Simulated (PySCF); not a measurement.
C₅H₇Cl

```xyz
13

Cl    1.3870    2.2072   -0.4906
C     0.5214    0.7723   -0.0120
C    -0.9893    0.7321    0.1618
C    -0.9817   -0.7016   -0.4144
C     0.5302   -0.6148   -0.5963
C     1.1708   -0.3439    0.7378
H    -1.3375    0.8450    1.1876
H    -1.5077    1.4435   -0.4754
H    -1.3135   -1.4827    0.2684
H    -1.5249   -0.7864   -1.3516
H     1.0781   -1.0153   -1.4315
H     0.7127   -0.7172    1.6430
H     2.2500   -0.3377    0.7554
```

Geometry: GFN2-xTB.

Theory: PySCF, wB97X-D/def2-SVPD, SCF density, gas phase.

Question: What will maps of the electron density and electron localisation function show?

Answer: C–C (1.52 Å): ρ at the midpoint is about 1.7 e/Å³; the ELF peaks at about 0.95 between the atoms (a shared electron pair).
C–C (1.55 Å): the density is about 1.6 e/Å³ at the midpoint; the ELF peaks at about 0.95 between the atoms; a covalent bond.

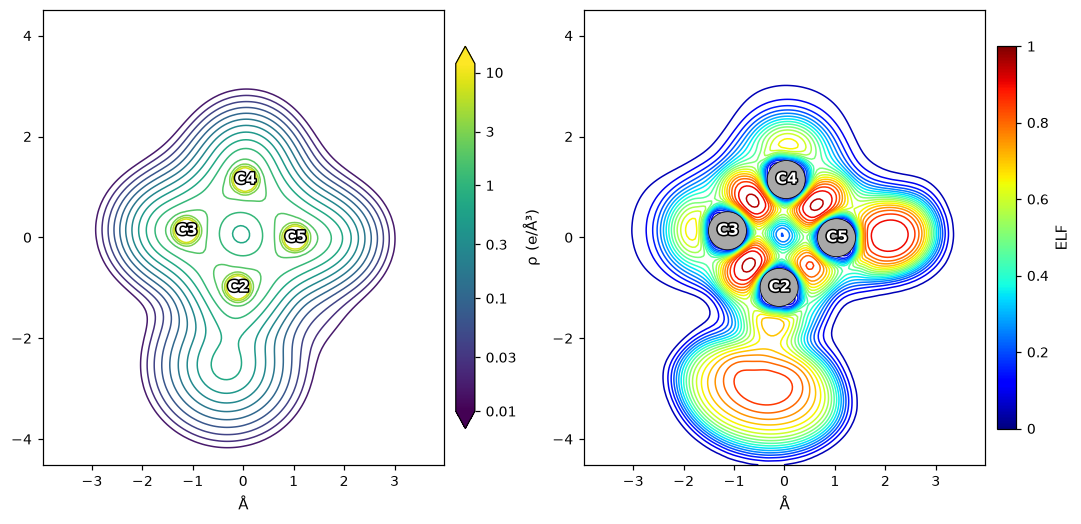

Computed electron density and electron localisation function on the plane of atoms C2, C3 and C4, in this order. Grey discs cover the atomic cores in the ELF map. 
